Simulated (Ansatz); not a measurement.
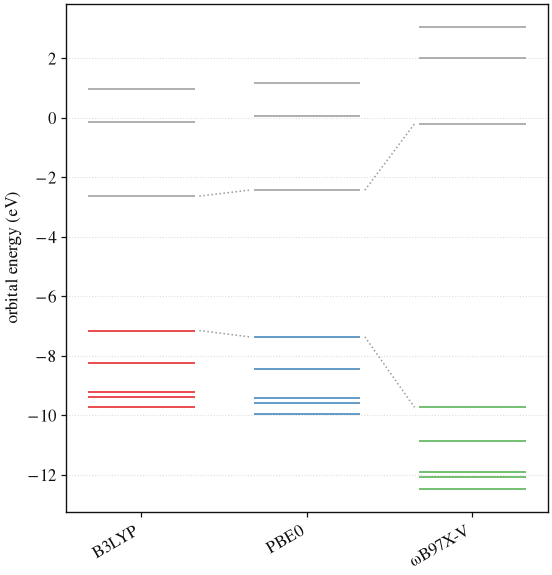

Frontier orbital energies of BSi₂NH₈, SMILES B[SiH2]N[SiH3] at one geometry, def2-TZVPP, the Ansatz code 0.2.0, at a PBE0-D4/def2-TZVP geometry (no frequency check). Empty levels are grey, levels within 0.1 eV stand side by side; all columns show the same few orbitals around the gap. Dotted lines join the HOMOs and the LUMOs.

**Compare the HOMO-LUMO separations.**

The separation grows from 4.52 eV (B3LYP) to 9.53 eV (ωB97X-V).

| level | HOMO (eV) | LUMO (eV) | separation (eV) |
| --- | --- | --- | --- |
| B3LYP | −7.15 | −2.64 | 4.52 |
| PBE0 | −7.36 | −2.43 | 4.93 |
| ωB97X-V | −9.73 | −0.20 | 9.53 |

Caveats, for all or some of the runs: empty levels above zero depend strongly on the basis; one conformer of a flexible molecule.
